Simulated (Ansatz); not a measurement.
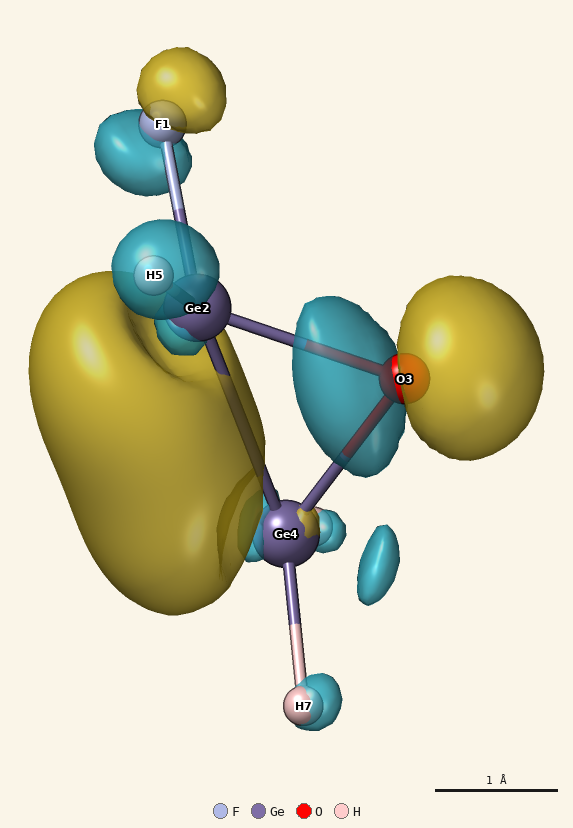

Figure 1: FGe2H3O. One frontier orbital at ±0.15 Å⁻³ᐟ² (yellow and cyan are the two phases), seen at an oblique angle.

All numbers below come from RKS B3LYP-D4/def2-SVP in Ansatz.

Input

```
crystal:
  periodic: [false, false, false]
  atoms:
    - { symbol: F, position_ang: [-2.3483, -0.5728, -0.3629] }
    - { symbol: Ge, position_ang: [-0.8244, 0.0781, -0.8538] }
    - { symbol: O, position_ang: [0.4149, -1.0449, -0.3037] }
    - { symbol: Ge, position_ang: [0.8678, 0.2397, 0.9097] }
    - { symbol: H, position_ang: [-0.5256, 0.4837, -2.3365] }
    - { symbol: H, position_ang: [0.3227, -0.1977, 2.3209] }
    - { symbol: H, position_ang: [2.1542, 0.9458, 0.5805] }
basis:
  gaussian: { orbitals: def2-SVP }
hamiltonian:
  xc: b3lyp
  dispersion: d4
relax:
  f_tol: 0.02
  max_steps: 50
output:
  orbitals: {}
```

Run with:

```sh
ansatz run input.yaml --threads 2 --pin off --max-ram 3072MiB --backend cpu --events-out ev --progress --plain --runs-dir out
```

The fields are those of the run's last geometry, not of the input's.

**Which orbital is it: HOMO or LUMO?**

The HOMO, at −6.94 eV. It lies mainly on O3 (about 30 %), Ge4 (about 30 %) and Ge2 (about 30 %).
